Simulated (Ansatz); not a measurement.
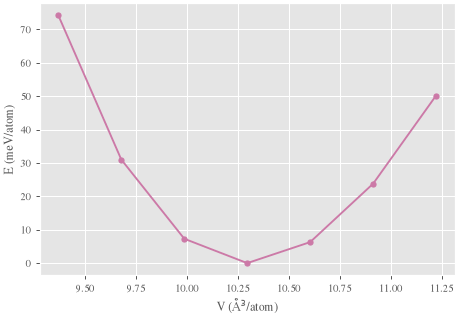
Figure: TiO₂ (rutile, P4_2/mnm) under volume change, HSE06 (plane waves, PAW; program Ansatz), shape and atoms relaxed at each volume.

Question: What does a third-order Birch–Murnaghan fit give for V₀, B₀ and B′?

Answer: V₀ = 10.30 Å³/atom, B₀ = 231 GPa, B′ = 5.4.

The cell was relaxed with HSE06 under the symmetry of its start. The run is not spin-polarised.

Potentials: the later of the program's two PAW sets.
